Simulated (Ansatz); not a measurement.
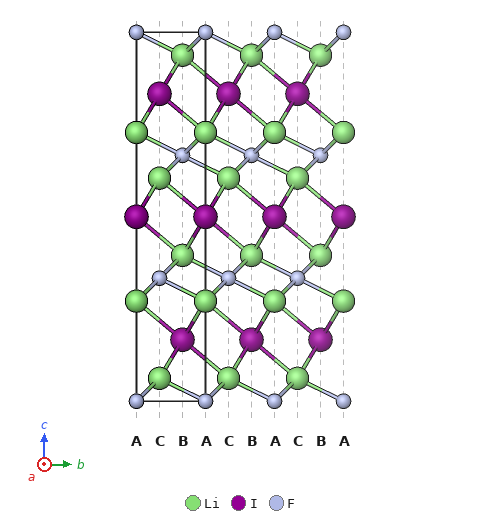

The picture looks along a close-packed row of the hexagonal mesh; c points upwards. The dashed lines mark the three columns A (0, 0), B (1/3, 2/3) and C (2/3, 1/3). The sequence starts with the first layer at or above the cell's origin.

Li2IF: the geometry relaxed with DFT PBE, scalar-relativistic, plane waves, PAW (Ansatz); the starting structure was generated, so it need not be a known form of this composition.

Read off the stacking sequence over one period.

Answer. F(A) – Li(C) – I(B) – Li(A) – F(C) – Li(B) – I(A) – Li(C) – F(B) – Li(A) – I(C) – Li(B) (twelve layers in 17.46 Å).

How are the F and I layers alone stacked?

Answer. F and I layers alone: ABCABC, the cubic close-packed type.

Which positions between or in the F and I layers do the other atoms fill?

Answer. Li: six octahedral sites, counted in one hexagonal cell.

Heights of the layers:

```tsv
layer	atoms (column)	height (Å)	to next (Å)
1	F(A)	0.00	1.08
2	Li(C)	1.08	1.83
3	I(B)	2.91	1.83
4	Li(A)	4.74	1.08
5	F(C)	5.82	1.08
6	Li(B)	6.90	1.83
7	I(A)	8.73	1.83
8	Li(C)	10.56	1.08
9	F(B)	11.64	1.08
10	Li(A)	12.73	1.83
11	I(C)	14.55	1.83
12	Li(B)	16.38	1.08
```
